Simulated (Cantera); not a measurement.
Feed: 1 mol FeS, a varied amount of H2S, 0.15 mol CO2, held at 1650 K and 330 Torr.

Method: chemical equilibrium by Gibbs-energy minimisation in Cantera with the NASA 1993 tables (ideal gas, pure condensed phases). Candidate condensed phases: C, C6H6, C7H8, C8H18, Fe, Fe(CO)5, FeO, Fe(OH)2, Fe(OH)3, FeS, FeSO4, FeS2, Fe2O3, Fe2(SO4)3, Fe3O4, H2O, H2SO4, S; 127 gas species. FeS: taken at fixed stoichiometry. Equilibrium is a limit: real reactors are often held back by kinetics, nucleation or transport.

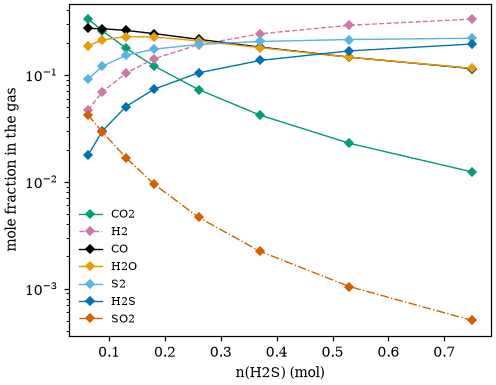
Figure. Equilibrium gas composition (values under 1e-9 drawn at 1e-9)

From 0.062 mol H2S to 0.75 mol H2S the condensed part is FeS(l). The main Fe-bearing gas is Fe(OH)2 at 0.062 mol H2S and Fe at 0.75 mol H2S.
